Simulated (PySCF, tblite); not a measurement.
**C5H7NOSi: geometry, infrared bands and NMR shifts**

Wanted: the infrared bands and NMR shifts of C5H7NOSi (`CO[SiH2]C1=C[C@@H]1C#N`), by calculation.

Computed with tblite 0.8.0 and PySCF 2.14.0, with density-fitted response routines of our own, on a single molecule in the gas phase. Atoms count from 0, in the outputs and in this text.

## 1. The molecule as given

15 atoms, charge 0, multiplicity 1; geometry from: force field or distance geometry start.

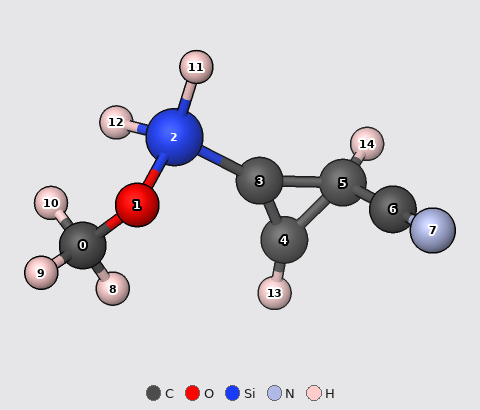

As it starts; carbon dark grey, oxygen red, silicon blue, nitrogen light blue, hydrogen pink, atoms numbered.

## 2. Geometry optimisation with GFN2-xTB

Job settings and geometry (Å):

```
{"job": {"kind": "relax", "xc": "GFN2-xTB", "basis": "xTB"}, "charge": 0, "multiplicity": 1}
C     -2.458000    -0.350100     0.626500
O     -1.695800     0.820300     0.627200
Si    -0.787500     0.789800    -0.832800
C      0.823500    -0.015700    -0.439100
C      1.390300    -1.116200     0.050600
C      2.307000    -0.031100    -0.366600
C      2.886700     0.708100     0.764900
N      3.347900     1.299500     1.664800
H     -1.814800    -1.206200     0.949100
H     -3.338600    -0.197800     1.301700
H     -2.832800    -0.498700    -0.410000
H     -0.559900     2.145500    -1.350200
H     -1.520500    -0.054000    -1.785300
H      1.336100    -2.129200     0.455600
H      2.912000    -0.156200    -1.278100
```

On the command line:

```sh
$ OMP_NUM_THREADS=1 python probes_run.py task.json out
```

One launch serves the whole session: the jobs run in the order shown.

Log:

```text
step      E/eV     max force
  0    -622.38192    3.238
  1    -622.50232    8.189
  2    -622.69168    2.437
  3    -622.78772    0.893
  4    -622.82651    1.000
  5    -622.87977    1.132
  6    -622.93977    0.597
  7    -622.97643    0.573
  8    -623.02162    0.703
  9    -623.05455    0.592
 10    -623.08165    0.405
 11    -623.10540    0.444
 12    -623.13081    0.465
 13    -623.16136    0.582
 14    -623.19445    0.442
 15    -623.21719    0.385
 16    -623.23011    0.300
 17    -623.23641    0.198
 18    -623.23896    0.149
 19    -623.24080    0.131
 20    -623.24251    0.141
 21    -623.24392    0.108
 22    -623.24462    0.058
 23    -623.24499    0.050
 24    -623.24547    0.069
 25    -623.24617    0.090
 26    -623.24707    0.075
 27    -623.24807    0.103
 28    -623.24906    0.110
 29    -623.24988    0.083
 30    -623.25037    0.066
 31    -623.25062    0.031
 32    -623.25080    0.030
 33    -623.25098    0.042
 34    -623.25116    0.046
 35    -623.25131    0.033
 36    -623.25145    0.027
 37    -623.25160    0.037
 38    -623.25175    0.041
 39    -623.25187    0.031
 40    -623.25195    0.027
 41    -623.25203    0.028
 42    -623.25211    0.030
 43    -623.25219    0.022
 44    -623.25226    0.019
 45    -623.25231    0.019
 46    -623.25237    0.025
 47    -623.25243    0.024
 48    -623.25250    0.022
 49    -623.25256    0.019
 50    -623.25263    0.025
 51    -623.25273    0.033
 52    -623.25285    0.039
 53    -623.25296    0.029
 54    -623.25305    0.019
 55    -623.25312    0.020
 56    -623.25318    0.025
 57    -623.25324    0.022
 58    -623.25328    0.016
 59    -623.25332    0.016
 60    -623.25336    0.020
 61    -623.25341    0.028
 62    -623.25347    0.028
 63    -623.25354    0.024
 64    -623.25358    0.015
 65    -623.25361    0.015
 66    -623.25363    0.014
 67    -623.25366    0.020
 68    -623.25369    0.022
 69    -623.25373    0.016
 70    -623.25375    0.014
 71    -623.25378    0.018
 72    -623.25380    0.018
 73    -623.25382    0.013
 74    -623.25385    0.015
 75    -623.25387    0.016
 76    -623.25390    0.023
 77    -623.25396    0.030
 78    -623.25407    0.033
 79    -623.25422    0.034
 80    -623.25437    0.028
 81    -623.25450    0.026
 82    -623.25463    0.039
 83    -623.25477    0.043
 84    -623.25495    0.039
 85    -623.25513    0.042
 86    -623.25534    0.044
 87    -623.25565    0.054
 88    -623.25627    0.070
 89    -623.25737    0.177
 90    -623.25683    0.212
 91    -623.25712    0.332
 92    -623.25686    0.465
 93    -623.25849    0.200
 94    -623.25914    0.058
 95    -623.25944    0.037
 96    -623.25961    0.051
 97    -623.25971    0.046
 98    -623.25986    0.049
 99    -623.25997    0.034
100    -623.26008    0.034
101    -623.26021    0.078
102    -623.26039    0.057
103    -623.26057    0.035
104    -623.26066    0.027
105    -623.26072    0.035
106    -623.26077    0.039
107    -623.26084    0.041
108    -623.26090    0.036
109    -623.26095    0.021
110    -623.26099    0.016
111    -623.26105    0.015
112    -623.26109    0.020
113    -623.26113    0.016
114    -623.26116    0.013
115    -623.26119    0.017
116    -623.26124    0.028
117    -623.26133    0.049
118    -623.26152    0.052
119    -623.26202    0.060
120    -623.26259    0.056
121    -623.26321    0.071
122    -623.26377    0.072
123    -623.26422    0.117
124    -623.26458    0.049
125    -623.26482    0.108
126    -623.26504    0.052
127    -623.26526    0.033
128    -623.26546    0.022
129    -623.26555    0.032
130    -623.26561    0.041
131    -623.26569    0.037
132    -623.26584    0.033
133    -623.26595    0.035
134    -623.26608    0.035
135    -623.26620    0.024
136    -623.26630    0.031
137    -623.26637    0.044
138    -623.26648    0.026
139    -623.26657    0.029
140    -623.26663    0.020
141    -623.26668    0.024
142    -623.26670    0.015
143    -623.26671    0.018
144    -623.26672    0.018
145    -623.26673    0.012
146    -623.26674    0.016
147    -623.26675    0.008
```

It took 1.7 s on 1 thread of Arm Neoverse N1, shared host.

Along the way: (not every step is listed)

```tsv
step	energy from step 0 (eV)	largest force (eV/Å)
0	0.0000	3.2381
1	-0.1204	8.1895
2	-0.3098	2.4373
3	-0.4058	0.8929
4	-0.4446	0.9999
5	-0.4978	1.1323
6	-0.5578	0.5973
7	-0.5945	0.5725
8	-0.6397	0.7035
21	-0.8620	0.1078
34	-0.8692	0.0458
47	-0.8705	0.0239
60	-0.8714	0.0199
73	-0.8719	0.0128
86	-0.8734	0.0439
99	-0.8780	0.0336
112	-0.8792	0.0202
125	-0.8829	0.1075
138	-0.8846	0.0258
142	-0.8848	0.0153
143	-0.8848	0.0180
144	-0.8848	0.0181
145	-0.8848	0.0124
146	-0.8848	0.0158
147	-0.8848	0.0081
```

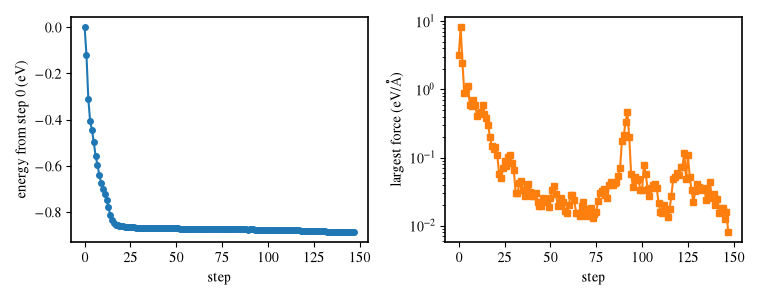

Energy and largest force along the relaxation.

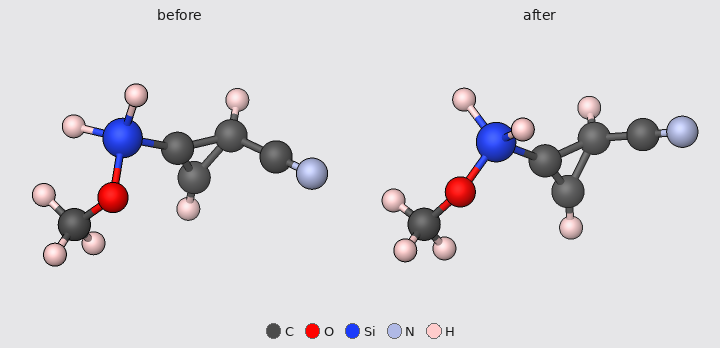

The geometry before (left) and after (right).

Distances of close pairs at the start and the end, largest changes first:

```tsv
bond	before (Å)	after (Å)	change (Å)
O1–Si2	1.720	1.615	-0.104
C5–C6	1.471	1.419	-0.052
C3–C5	1.485	1.534	+0.048
C4–H13	1.092	1.062	-0.030
C0–H9	1.120	1.091	-0.029
C3–C4	1.331	1.302	-0.029
Si2–C3	1.844	1.870	+0.026
C0–H8	1.118	1.093	-0.026
```

The next job starts from the end point, and lists it.

## 3. Harmonic vibrations with GFN2-xTB

Job settings and geometry (Å):

```
{"job": {"kind": "ir", "xc": "GFN2-xTB", "basis": "xTB"}, "charge": 0, "multiplicity": 1}
C     -2.752569    -0.536747     0.434040
O     -1.987629     0.619352     0.277250
Si    -0.681428     0.937603    -0.618455
C      0.793611    -0.106531    -0.137208
C      1.432815    -1.052855     0.488287
C      2.306313    -0.190707    -0.375618
C      3.149993     0.777751     0.226881
N      3.831425     1.558583     0.717204
H     -2.173456    -1.317774     0.932344
H     -3.619092    -0.285011     1.046889
H     -3.094881    -0.914264    -0.532321
H     -0.470771     2.327667    -0.260147
H     -0.889427     0.645580    -2.042417
H      1.471217    -1.885552     1.146470
H      2.679465    -0.569106    -1.325112
```

Log:

```text
mode    cm-1     km/mol
  1      20.9      0.83
  2      53.6      0.57
  3      79.0      1.53
  4      91.1      3.63
  5     142.9      3.73
  6     200.8      2.33
  7     207.8      8.46
  8     265.7      0.87
  9     281.8     20.52
 10     496.6     35.62
 11     524.3     85.23
 12     552.6      5.39
 13     597.5     49.10
 14     622.2     19.63
 15     686.9     22.17
 16     732.2     51.98
 17     745.7    275.95
 18     790.7    302.62
 19     905.4      7.07
 20     910.2     53.20
 21     962.2      7.33
 22     971.2      1.57
 23    1130.6      1.63
 24    1138.6     28.59
 25    1163.0     31.30
 26    1171.5    241.96
 27    1279.9     14.16
 28    1416.0      0.65
 29    1480.7      5.56
 30    1483.2      2.93
 31    1814.7     69.81
 32    2207.7    280.74
 33    2368.3    159.54
 34    2387.1    306.42
 35    2953.2     35.77
 36    2964.0     33.75
 37    2973.2     43.65
 38    2992.1     24.87
 39    3234.1      4.53
```

It took 0.85 s on 1 thread of Arm Neoverse N1, shared host.

Which atoms move in the most intense modes:

```tsv
cm⁻¹	km/mol	atoms
524	85.2	H11 38 %, Si2 22 %, H12 12 %, C3 10 %
746	275.9	H12 59 %, H11 34 %
791	302.6	Si2 38 %, O1 16 %, H11 16 %, C0 13 %
1172	242.0	O1 55 %, C0 29 %
1815	69.8	C3 56 %, C4 35 %
2208	280.7	H12 97 %
2368	159.5	H11 95 %
2387	306.4	C6 59 %, N7 38 %
```

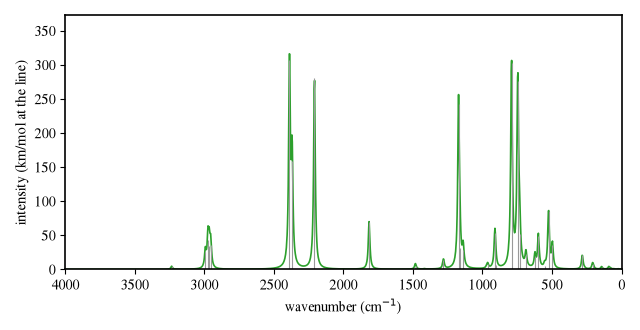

The infrared spectrum from these modes, unscaled. Lines are broadened to a width of 14 cm⁻¹ (Lorentzian).

## 4. Nuclear shieldings: PBE0/pcSseg-1

Settings changed since step 3:

```diff
@@ -1,2 +1,2 @@
-{"job": {"kind": "ir", "xc": "GFN2-xTB", "basis": "xTB"}, "charge": 0, "multiplicity": 1}
+{"job": {"kind": "nmr", "xc": "PBE0", "basis": "pcSseg-1"}, "charge": 0, "multiplicity": 1}
 C     -2.752569    -0.536747     0.434040
```

Level: GIAO PBE0/pcSseg-1 NMR shielding, non-relativistic, gas phase.

Log:

```text
coarse grid: 13544 points
cycle   1  E = -613.4140162031  dE =  1.248e+00  |g| = 7.449e-01  |ddm| = 3.604e+00
cycle   2  E = -613.1643602354  dE =  2.497e-01  |g| = 1.343e+00  |ddm| = 1.858e+00
cycle   3  E = -613.5183483203  dE = -3.540e-01  |g| = 1.872e-01  |ddm| = 1.306e+00
cycle   4  E = -613.5242298271  dE = -5.882e-03  |g| = 9.907e-02  |ddm| = 1.900e-01
cycle   5  E = -613.5261675504  dE = -1.938e-03  |g| = 2.086e-02  |ddm| = 8.345e-02
cycle   6  E = -613.5262594411  dE = -9.189e-05  |g| = 4.267e-03  |ddm| = 2.116e-02
cycle   7  E = -613.5262631588  dE = -3.718e-06  |g| = 1.493e-03  |ddm| = 4.665e-03
final grid: 127776 points
cycle   8  E = -613.5835603639  dE = -1.962e-05  |g| = 1.047e-02  |ddm| = 2.891e-02
cycle   9  E = -613.5835377731  dE =  2.259e-05  |g| = 1.524e-02  |ddm| = 1.800e-02
cycle  10  E = -613.5835816192  dE = -4.385e-05  |g| = 1.798e-03  |ddm| = 1.110e-02
cycle  11  E = -613.5835823424  dE = -7.232e-07  |g| = 3.329e-04  |ddm| = 1.574e-03
cycle  12  E = -613.5835823653  dE = -2.285e-08  |g| = 1.568e-04  |ddm| = 4.178e-04
cycle  13  E = -613.5835823707  dE = -5.430e-09  |g| = 3.435e-05  |ddm| = 1.354e-04
cycle  14  E = -613.5835823709  dE = -1.753e-10  |g| = 1.973e-05  |ddm| = 3.345e-05
converged SCF energy = -613.5835823709

GIAO shielding tensors (ppm)
atom      isotropic    diamagn.    paramagn.     s11        s22        s33       span
  0 C      132.694     243.531    -110.838    106.156    107.566    184.359     78.203
  1 O      332.954     396.210     -63.256    274.495    344.730    379.637    105.142
  2 Si     386.947     880.882    -493.934    345.784    349.295    465.763    119.979
  3 C       65.733     254.201    -188.467    -75.435     91.051    181.583    257.018
  4 C       58.127     255.846    -197.720    -95.543    101.398    168.525    264.068
  5 C      186.269     255.759     -69.490    144.182    152.985    261.640    117.458
  6 C       59.083     260.059    -200.976    -58.244    -54.351    289.844    348.088
  7 N      -17.140     339.940    -357.081   -189.144   -183.239    320.962    510.107
  8 H       27.765      30.820      -3.055     22.920     26.786     33.590     10.671
  9 H       27.542      27.205       0.337     23.361     25.307     33.959     10.598
 10 H       27.962      28.508      -0.545     24.305     25.572     34.011      9.706
 11 H       26.388      30.066      -3.678     22.331     25.372     31.461      9.130
 12 H       26.326      29.573      -3.246     22.670     25.334     30.976      8.306
 13 H       23.973      32.743      -8.770     19.804     24.185     27.932      8.128
 14 H       30.146      29.484       0.662     23.239     27.792     39.408     16.169
```

Wall time 46 s (1 thread of Arm Neoverse N1, shared host); peak memory 0.87 GiB.

The references, computed at this level on geometries of the same kind, shield at (ppm): 1H TMS 31.72, 13C TMS 186.9, 29Si TMS 349.2, 15N NH3 267.7, 17O H2O 336.1. Their shielding less the atom's gives the shift. The references are single molecules in the gas phase, so shifts against H2O, NH3, PH3, H3PO4 or CFCl3 are not on the usual liquid scales and can be off by tens of ppm. Atoms listed in one row are averaged.

```tsv
atoms	environment	σ (ppm)	δ (ppm)	δ scaled to CDCl3
C4	alkene CH	58.1	128.8	123.8
C6	nitrile carbon	59.1	127.8	122.9
C3	fully substituted alkene carbon	65.7	121.2	116.4
C0	methyl carbon bonded to O	132.7	54.2	51.0
C5	three-membered-ring carbon	186.3	0.7	-1.3
H13	hydrogen on an alkene CH	23.97	7.74	7.41
H12	hydrogen on a silicon bonded to C, O	26.33	5.39	–
H11	hydrogen on a silicon bonded to C, O	26.39	5.33	–
H8, H9, H10	hydrogen on a methyl carbon bonded to O	27.76	3.96	3.84
H14	hydrogen on a three-membered-ring carbon	30.15	1.57	1.59
O1	oxygen bonded to C, Si	333.0	3.1	–
Si2	silicon bonded to C, O, 2 H	386.9	-37.8	–
N7	nitrile nitrogen	-17.1	284.9	–
```

The scaled column applies a straight-line fit of computed shieldings to shifts measured in CDCl3 (root-mean-square error 0.16 ppm for H, 1.9 ppm for C).

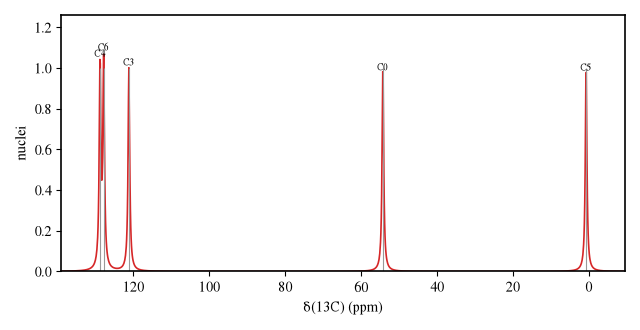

13C lines at the computed shifts, without couplings. Lines are broadened to a width of 0.51 ppm (Lorentzian).

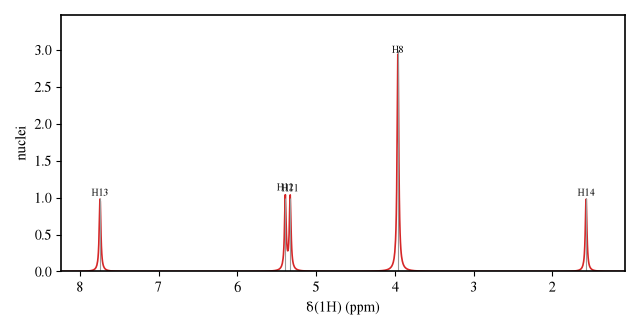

1H lines at the computed shifts, without couplings. Lines are broadened to a width of 0.02 ppm (Lorentzian).

Charges from the same density, by scheme (e):

```tsv
atoms	Mulliken	IAO	Hirshfeld	ESP fit
C0	0.00	-0.20	-0.03	-0.15
O1	-0.63	-0.63	-0.22	-0.37
Si2	0.90	1.03	0.42	0.56
C3	-0.26	-0.28	-0.09	-0.08
C4	-0.04	-0.12	-0.02	-0.11
C5	-0.21	-0.17	-0.03	-0.29
C6	0.14	0.13	0.07	0.45
N7	-0.26	-0.26	-0.24	-0.50
```

Mulliken charges:

C0 0.00; O1 -0.63; Si2 0.90; C3 -0.26; C4 -0.04; C5 -0.21; C6 0.14; N7 -0.26; H8 0.10; H9 0.12; H10 0.10; H11 -0.10; H12 -0.12; H13 0.09; H14 0.16

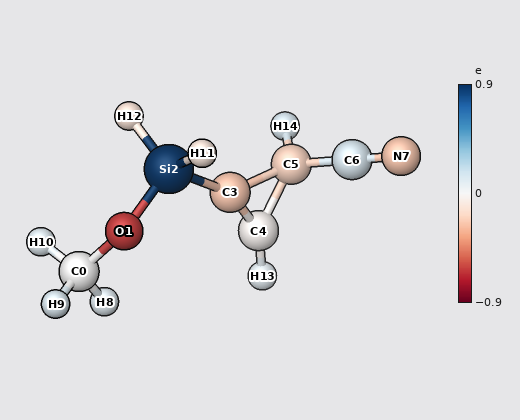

Mulliken charges, as colours on the atoms.

Mayer bond orders: C0–O1 0.88, O1–Si2 1.02, Si2–C3 0.81, C3–C4 1.68, C4–C5 0.94, C5–C6 0.99, C6–N7 3.04, C5–C3 0.86.

Ring of atoms C3, C4, C5: NICS(0) -33.4, NICS(1) -8.9, NICS(1)zz -18.3 ppm (means of both faces).

In rings of three or four atoms NICS is ruled by the nearby σ bonds, so it says little on aromaticity.

## 5. Outcome

| quantity | value |
| --- | --- |
| strongest single infrared mode (GFN2-xTB) | 2387 cm⁻¹, 306 km/mol |
| zero-point energy (GFN2-xTB) | 64.3 kcal/mol |
| 13C shifts against TMS (PBE0/pcSseg-1) | 128.8, 127.8, 121.2, 54.2, 0.7 ppm |
| 1H shifts against TMS (PBE0/pcSseg-1, means over atoms taken as alike) | 7.74, 5.39, 5.33, 3.96, 1.57 ppm |
| 17O shifts against H2O (PBE0/pcSseg-1) | 3.1 ppm |
| 29Si shifts against TMS (PBE0/pcSseg-1) | -37.8 ppm |
| 15N shifts against NH3 (PBE0/pcSseg-1) | 284.9 ppm |

The optimisation took 147 steps and gained 0.885 eV; among the close pairs (by a distance rule), O1–Si2 changed most, from 1.720 to 1.615 Å. All 39 modes are real, so the xTB geometry is a minimum. The strongest single mode, at 2387 cm⁻¹, moves mainly C6 and N7. GFN2-xTB is a fitted tight-binding method: band positions and strengths are rough. Its intensities can rank the bands wrongly. The most deshielded hydrogen is H13 (hydrogen on an alkene CH), at 7.74 ppm: olefinic region. At PBE0/pcSseg-1: Shielding is most anisotropic at N7 (span 510 ppm, paramagnetic term -357 ppm).
